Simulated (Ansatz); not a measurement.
**PO2 (phosphorus dioxide) at UMP2/STO-3G**

What is the electronic atomisation energy of PO2 (phosphorus dioxide) at UMP2/STO-3G? 

The results are computed with Ansatz 0.2.0.

41 further runs of the same task are left out: 9 that didn't finish, 32 set aside as unsound or not needed.

### 1 The structure to begin with

PO2 has 3 atoms, charge 0, and is taken as a doublet. As SMILES, `[O]P=O`. The shape is that of a GFN2-xTB optimisation.

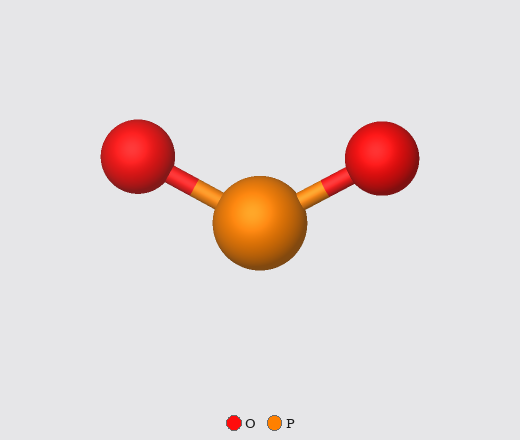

The structure, seen from a chosen angle (oxygen red, phosphorus orange).

### 2 The energy at UMP2/STO-3G

molecule.yaml reads:

```yaml
crystal:
  periodic: [false, false, false]
  atoms:
    - {symbol: O, position_ang: [0.331710, 1.226310, 0.317670]}
    - {symbol: P, position_ang: [-0.403940, 0.077030, -0.212130]}
    - {symbol: O, position_ang: [0.072230, -1.303340, -0.105540]}
basis:
  gaussian:
    orbitals: STO-3G
correlation:
  method: mp2
  frozen_orbitals: {O: 1, P: 5}
accuracy: high
magnetization:
  spin_polarized: true
  initial_magnetization: 1
```

Command:

```console
$ ansatz run molecule.yaml --threads 1 --pin off --max-ram 2610MiB --events-out events.jsonl --progress --plain --runs-dir runs
```

Standard output:

```text
Warning: RAYON_NUM_THREADS=1 ignored (pool sized by the plan → 1); use --threads N
Functional definition: HF
  name "HF"
  exchange = exact_x
  correlation = 0
336 factors; integrals over basis functions are off by at most 2.4e-8 eV
mean field evaluation 1: about -13177.0443 eV, gradient 2.5e1 eV
mean field evaluation 2: about -13177.1010 eV, gradient 2.6e1 eV
mean field evaluation 4: about -13182.2171 eV, gradient 1.9e0 eV
mean field evaluation 8: about -13182.3025 eV, gradient 9.7e-2 eV
mean field evaluation 16: about -13182.3001 eV, gradient 9.1e-4 eV
mean field evaluation 32: about -13182.6517 eV, gradient 5.3e0 eV
mean field evaluation 64: about -13183.1200 eV, gradient 1.1e-8 eV
mean field evaluation 96: about -13182.6717 eV, gradient 3.0e0 eV
mean field evaluation 128: about -13182.2050 eV, gradient 6.4e-1 eV
mean field evaluation 160: about -13182.3010 eV, gradient 1.7e-1 eV
mean field -13183.13784665 eV, -484.4713800127 hartree, gradient 2.6e-8 eV, S^2 1.151596; 14 other end points of the search recorded, 0 dependent functions left out
7 core orbitals not correlated: weight in the atoms' cores, before any rotation towards them, 1.000 or more for the frozen orbitals, at most 0.000 for the correlated occupied ones
reference -13183.13784665 eV, -484.4713800127 hartree; 9, 8 occupied and 3, 4 virtual orbitals, 336 factors
second order -2.12949290 eV of doubles, -0.00000000 eV of singles
Total energy: -13185.26733955 eV, -484.5496374332 hartree
```

Wall time 0.69 s (1 thread of Arm Neoverse V2, shared host).

### 3 The O atom

molecule.yaml reads:

```yaml
crystal:
  periodic: [false, false, false]
  atoms:
    - {symbol: O, position_ang: [0.000000, 0.000000, 0.000000]}
basis:
  gaussian: {orbitals: STO-3G}
magnetization: {spin_polarized: true, initial_magnetization: 2}
correlation: {method: mp2, frozen_orbitals: {O: 1}}
accuracy: high
```

Run the same way, it converges to -73.80415 Eh (log not shown).

### 4 The P atom at the same level

molecule.yaml reads:

```yaml
crystal:
  periodic: [false, false, false]
  atoms:
    - symbol: P
      position_ang: [0.000000, 0.000000, 0.000000]
basis:
  gaussian: {orbitals: STO-3G}
magnetization: {spin_polarized: true, initial_magnetization: 3}
correlation: {method: mp2, frozen_orbitals: {P: 5}}
accuracy: high
```

Run the same way, it converges to -336.86877 Eh (log not shown).

### 5 Results

Level: UMP2/STO-3G, 7 core orbitals frozen.

```
                                             quantity          value
                               molecule: total energy  -484.54964 Eh
molecule: correlation energy (7 core orbitals frozen)      -78.3 mEh
          molecule: ⟨S²⟩ of the reference determinant          1.152
                                 O atom: total energy   -73.80415 Eh
   O atom: correlation energy (1 core orbital frozen)        0.0 mEh
            O atom: ⟨S²⟩ of the reference determinant          2.000
                                 P atom: total energy  -336.86877 Eh
  P atom: correlation energy (5 core orbitals frozen)        0.0 mEh
            P atom: ⟨S²⟩ of the reference determinant          3.750
                        electronic atomisation energy       1.975 eV
```

In words: Taking the molecule apart into free atoms costs 1.97 eV (46 kcal/mol), before zero-point energy and without spin-orbit coupling. In a minimal basis such a difference can be off by several eV, whatever the method. ⟨S²⟩ (molecule) is 1.15 where a pure doublet has 0.75: the reference is spin-contaminated.
